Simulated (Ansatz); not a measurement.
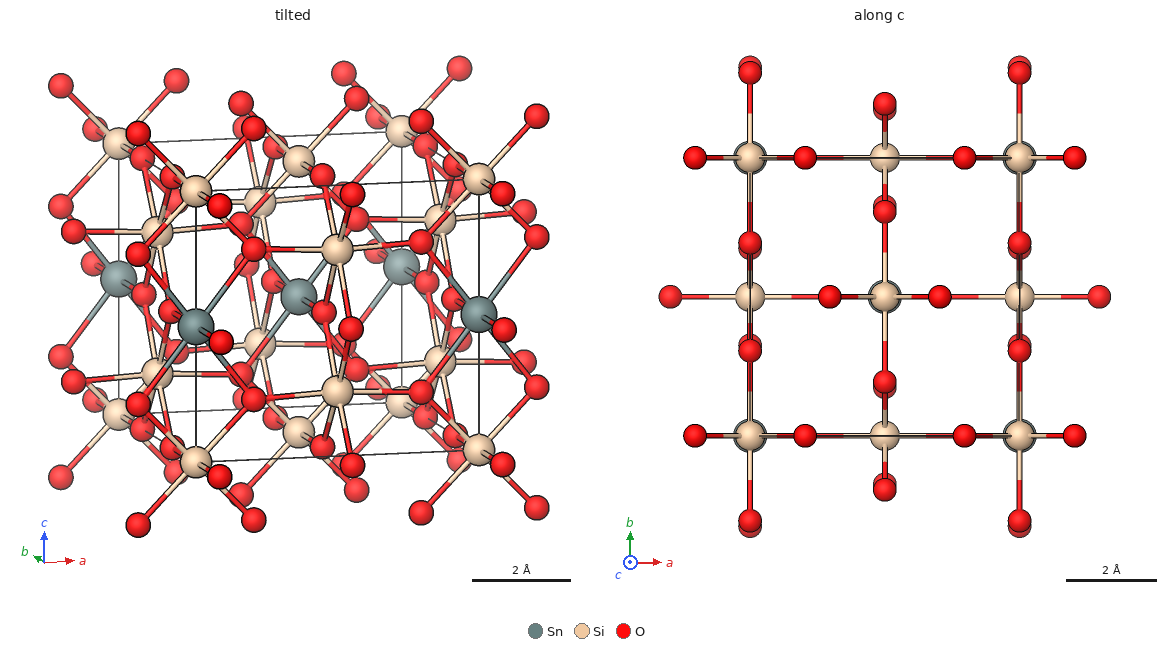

The crystal in a ball-and-stick representation, seen slightly off an axis and along the c axis. One conventional unit cell is framed, with atoms on its boundary repeated. Some atoms of the next cells are drawn as well.

Si$_{3}$SnO$_{8}$, space group Cmmm (No. 65), a = 6.020 Å, b = 6.210 Å, c = 5.647 Å, α = 90.00°, β = 90.00°, γ = 90.00°. The cell started as a structure type filled with these elements by a generator (whether the compound takes this form wasn't checked). Earlier steps of the study may have refined or changed the cell and positions. It was run through Ansatz as a DFT input.

This one geometry was computed with Ansatz (DFT, plane waves, PAW) at five levels of theory: PBE with spin-orbit coupling, r2SCAN, PBE, HSE06 and PBE0. It was relaxed beforehand with r2SCAN.

### Which level gives the highest pressure at this volume, and what does that say about its equilibrium volume?

Highest: PBE with spin-orbit coupling (9.0 GPa) and PBE (9.1 GPa), which points to the largest equilibrium volume. Lowest, with the smallest volume: HSE06 (-1.8 GPa) and PBE0 (-1.9 GPa). Levels within 0.5 GPa of each other can't be told apart.

### How does the band gap change with the level of theory?

PBE: a gap of 3.55 eV, direct; PBE with spin-orbit coupling: a gap of 3.56 eV, direct; r2SCAN: a gap of 4.35 eV, direct; HSE06: a gap of 5.52 eV, direct; PBE0: a gap of 6.27 eV, direct.

### Collect the results in a table.

| level | cutoff (eV) | k-mesh of the run's cell | gap (eV) | pressure (GPa) |
| --- | --- | --- | --- | --- |
| PBE with spin-orbit coupling | 420 | 6×6×4 | 3.56 | 9.0 |
| r2SCAN | 500 | 6×6×4 | 4.35 | 0.0 |
| PBE | 420 | 6×6×4 | 3.55 | 9.1 |
| HSE06 | 420 | 4×4×4 | 5.52 | -1.8 |
| PBE0 | 420 | 4×4×4 | 6.27 | -1.9 |

Gaps are taken on the k-mesh or band path of each run.
